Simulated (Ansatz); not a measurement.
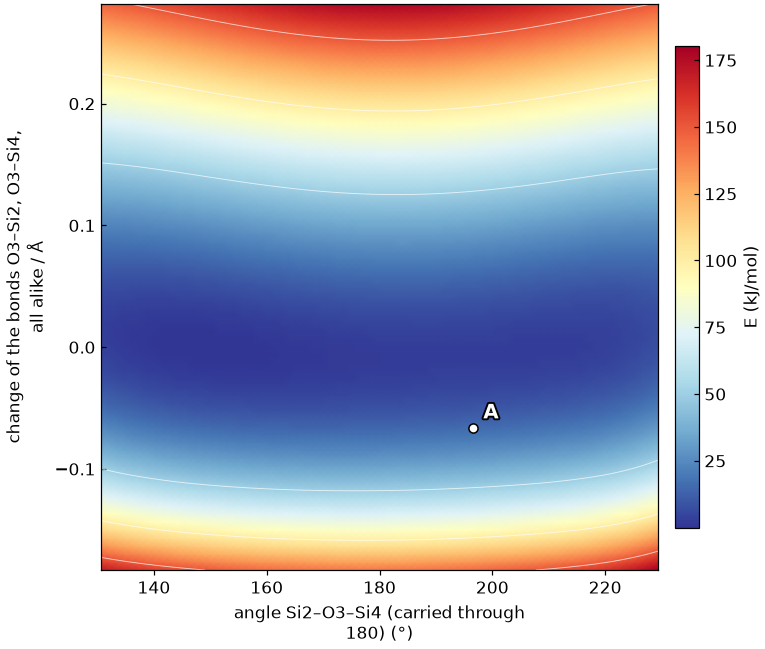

H5O2Si2, SMILES O[SiH]O[SiH3], spin multiplicity 2. 
- Coordinates scanned: (1) angle Si2–O3–Si4 (carried through 180); (2) change of the bonds O3–Si2, O3–Si4, all alike.
- Nothing is relaxed (all other coordinates rigid).
- The grid has 13 × 13 points.
- Points are written as (first, second).
- Energies are in kJ/mol, from the relaxed molecule at the same level.
- All numbers below come from UKS PBE0-D4/def2-SVP in Ansatz.

In the figure: a smooth colour map with a few white contour lines, the point A. Between grid points the surface is interpolated.

> Is A at rest? If not, where is it pushed?

A, at (196.5°, −0.066 Å), is not a stationary point. The computed force is 0.12 kJ/mol for each degree towards smaller values of the first coordinate and 460 kJ/mol for each Å towards larger values of the second coordinate.
